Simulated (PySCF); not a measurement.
SMILES C#Cc1ccc(OC)s1 (C7H6OS) at its GFN2-xTB optimised geometry (Å):

```
15

C     -1.9847    -3.3359     0.0011
C     -1.2186    -2.4089     0.0006
C     -0.3494    -1.3159     0.0000
C      1.0167    -1.3159     0.0000
C      1.5812    -0.0271     0.0000
C      0.6382     0.9602     0.0000
O      0.9002     2.2788     0.0000
C     -0.2063     3.1487     0.0008
S     -0.9784     0.3174    -0.0001
H     -2.6355    -4.1578     0.0021
H      1.5961    -2.2218     0.0000
H      2.6355     0.1755     0.0001
H      0.2004     4.1578     0.0003
H     -0.8265     2.9985    -0.8894
H     -0.8251     2.9988     0.8920
```

Computed with PySCF 2.14.0 with PBE0/def2-TZVP.

Map of the electrostatic potential (hartree/e), clipped to [-0.08, 0.12] on the plane z = 1.5 Å:

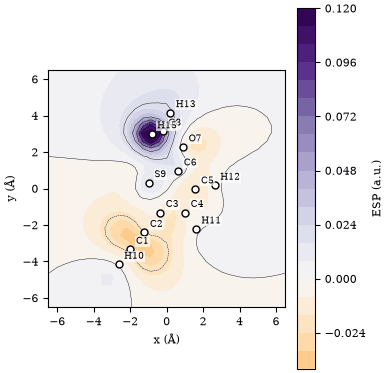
Figure: Electrostatic potential (hartree/e), clipped to [-0.08, 0.12] on the plane z = 1.5 Å.
